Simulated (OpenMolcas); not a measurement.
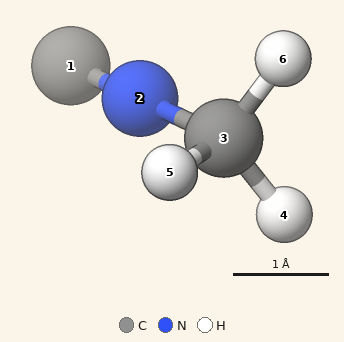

*The structure as given in the input (ball-and-stick view, seen at a tilt; atoms are numbered from 1 in the order of the input).*

## C₂H₃N: single-point calculation (part 1 of 2)

C₂H₃N (isocyanomethane), SMILES [C-]#[N+]C, computed with CASSCF/ANO-R1, sfX2C (OpenMolcas 26.06).

The geometry comes from this level: PBE0-D4/def2-TZVP.

## Output
```
--- Start Module: gateway ---

                                              &GATEWAY

                       available to each process: 1.9 GB of memory, 1 thread

++    Symmetry information:
      ---------------------

                    Character Table for C1

                             E
                    a        1  x, y, xy, Rz, z, xz, Ry, yz, Rx, I
--

++    Basis set information:
      ----------------------

      Basis set label: C.ANO-R...3S2P1D.

      Electronic valence basis set:
      ------------------
      Associated Effective Charge   6.000000 au
      Associated Actual Charge      6.000000 au
      Nuclear Model: Finite nucleus - Gaussian distribution
        Gaussian exponent, Xi/bohr**(-2):  6.80775E+08

      Shell  nPrim  nBasis  Cartesian Spherical Contaminant
         s      12       3        X
         p       7       2        X
         d       3       1                 X

      Basis set label: N.ANO-R...3S2P1D.

      Electronic valence basis set:
      ------------------
      Associated Effective Charge   7.000000 au
      Associated Actual Charge      7.000000 au
      Nuclear Model: Finite nucleus - Gaussian distribution
        Gaussian exponent, Xi/bohr**(-2):  6.28656E+08

      Shell  nPrim  nBasis  Cartesian Spherical Contaminant
         s      13       3        X
         p       8       2        X
         d       4       1                 X

      Basis set label: C.ANO-R...3S2P1D.

      Electronic valence basis set:
      ------------------
      Associated Effective Charge   6.000000 au
      Associated Actual Charge      6.000000 au
      Nuclear Model: Finite nucleus - Gaussian distribution
        Gaussian exponent, Xi/bohr**(-2):  6.80775E+08

      Shell  nPrim  nBasis  Cartesian Spherical Contaminant
         s      12       3        X
         p       7       2        X
         d       3       1                 X

      Basis set label: H.ANO-R...2S1P.

      Electronic valence basis set:
      ------------------
      Associated Effective Charge   1.000000 au
      Associated Actual Charge      1.000000 au
      Nuclear Model: Finite nucleus - Gaussian distribution
        Gaussian exponent, Xi/bohr**(-2):  2.12482E+09

      Shell  nPrim  nBasis  Cartesian Spherical Contaminant
         s       7       2        X
         p       4       1        X
--

++    Molecular structure info:
      -------------------------

                    ************************************************
                    **** Cartesian Coordinates / bohr, angstrom ****
                    ************************************************

     Center  Label                x              y              z                     x              y              z
        1      C1               1.510723      -3.256376       1.670593              0.799440      -1.723200       0.884040
        2      N2               0.671250      -1.447152       0.742398              0.355210      -0.765800       0.392860
        3      C3              -0.344913       0.743399      -0.381385             -0.182520       0.393390      -0.201820
        4      H4              -2.136865       0.295270      -1.296409             -1.130780       0.156250      -0.686030
        5      H5               0.965367       1.479939      -1.792027              0.510850       0.783150      -0.948300
        6      H6              -0.665580       2.184920       1.056810             -0.352210       1.156210       0.559240

                    ***************************************
                    *    InterNuclear Distances / bohr    *
                    ***************************************

               1 C1            2 N2            3 C3            4 H4            5 H5            6 H6
    1 C1       0.000000
    2 N2       2.199898        0.000000
    3 C3       4.863353        2.663454        0.000000
    4 H4       5.892553        3.883075        2.061354        0.000000
    5 H5       5.892354        3.882999        2.061367        3.357516        0.000000
    6 H6       5.892430        3.883030        2.061362        3.357543        3.357508        0.000000

                    *******************************************
                    *    InterNuclear Distances / angstrom    *
                    *******************************************

               1 C1            2 N2            3 C3            4 H4            5 H5            6 H6
    1 C1       0.000000
    2 N2       1.164136        0.000000
    3 C3       2.573575        1.409439        0.000000
    4 H4       3.118205        2.054835        1.090822        0.000000
    5 H5       3.118099        2.054794        1.090829        1.776721        0.000000
    6 H6       3.118140        2.054811        1.090826        1.776735        1.776717        0.000000

                    **************************************
                    *    Valence Bond Angles / degree    *
                    **************************************
                          Atom centers                 Phi
                      1 C1       2 N2       3 C3       180.00
                      2 N2       3 C3       4 H4       109.89
                      2 N2       3 C3       5 H5       109.88
                      2 N2       3 C3       6 H6       109.88
                      4 H4       3 C3       5 H5       109.05
                      4 H4       3 C3       6 H6       109.06
                      5 H5       3 C3       6 H6       109.05

           ***************************************************************
           *              Valence Dihedral Angles / degree               *
           ***************************************************************
                    Atom centers                       Phi1     Phi2     Theta
           1 C1       2 N2       3 C3       4 H4        180.00   109.89   159.36
           1 C1       2 N2       3 C3       5 H5        180.00   109.88    39.36
           1 C1       2 N2       3 C3       6 H6        180.00   109.88   -80.64
--

            Nuclear Potential Energy             60.35159690 au

--- Stop Module: gateway /rc=_RC_ALL_IS_WELL_ ---

--- Start Module: seward ---

                                              &SEWARD

                       available to each process: 1.9 GB of memory, 1 thread

               SEWARD will generate:
                  Multipole Moment integrals up to order  2
                  Kinetic Energy integrals
                  Nuclear Attraction integrals (finite nuclei - Gaussian type)
                  One-Electron Hamiltonian integrals
                  Velocity integrals
                  Relativistic X2C integrals
                  Orbital angular momentum around (  0.5250  -1.1317   0.5806 )
                  Velocity quadrupole around (  0.5250  -1.1317   0.5806 )
                  Atomic mean-field integrals
                  Two-Electron Repulsion integrals

                   Integrals are discarded if absolute value <: 1.00E-14
                   Integral cutoff threshold is set to       <: 1.00E-16

            Nuclear Potential Energy             60.35159690 au

      Basis set specifications :
      Symmetry species         a
      Basis functions           57

--- Stop Module: seward /rc=_RC_ALL_IS_WELL_ ---
--- Module seward spent 2 seconds ---

--- Start Module: rasscf ---

                                              &RASSCF

                       available to each process: 1.9 GB of memory, 1 thread

      Header of the ONEINT file:
      --------------------------

      OrdInt status: non-squared

      Cartesian coordinates in angstrom:
      -----------------------------------------------------
      No.  Label        X            Y            Z
      -----------------------------------------------------
       1   C1         0.79944000  -1.72320000   0.88404000
       2   N2         0.35521000  -0.76580000   0.39286000
       3   C3        -0.18252000   0.39339000  -0.20182000
       4   H4        -1.13078000   0.15625000  -0.68603000
       5   H5         0.51085000   0.78315000  -0.94830000
       6   H6        -0.35221000   1.15621000   0.55924000
      -----------------------------------------------------
      Nuclear repulsion energy =   60.35159690

++    Wave function specifications:
      -----------------------------

      Number of closed shell electrons          14
      Number of electrons in active shells       8
      Max number of holes in RAS1 space          0
      Max nr of electrons in RAS3 space          0
      Number of inactive orbitals                7
      Number of active orbitals                  8
      Number of secondary orbitals              42
      Spin quantum number                      0.0
      State symmetry                             1
--

++    Orbital specifications:
      -----------------------

      Symmetry species                           1
                                                 a
      Frozen orbitals                            0
      Inactive orbitals                          7
      Active orbitals                            8
      RAS1 orbitals                              0
      RAS2 orbitals                              8
      RAS3 orbitals                              0
      Secondary orbitals                        42
      Deleted orbitals                           0
      Number of basis functions                 57
--

++    CI expansion specifications:
      ----------------------------

      Number of CSFs                          1764
      Number of spin combinations             2485
      Number of determinants                  4900
      Number of root(s) required                 1
      Root chosen for geometry opt.              1
      CI root used                               1

      highest root included in the CI            1
      max. size of the explicit Hamiltonian    200
--

++    Optimization specifications:
      ----------------------------

      RASSCF algorithm: Conventional
      Maximum number of macro iterations       200
      Maximum number of SX iterations          100
      Threshold for RASSCF energy            1.000E-08
      Threshold for max MO rotation          1.000E-01
      Threshold for max BLB element          1.000E-04
      Level shift parameter                  5.000E-01
      Make Quasi-Newton update
--

      The MO-coefficients are taken from the file:
      step1.ScfOrb
      Title: SCF orbitals

      Total molecular charge    0.00

      ************************************************************************************************************************
      *                                            Wave function control section                                             *
      ************************************************************************************************************************

                                         RASSCF iterations: Energy and convergence statistics
                                         ----------------------------------------------------
```
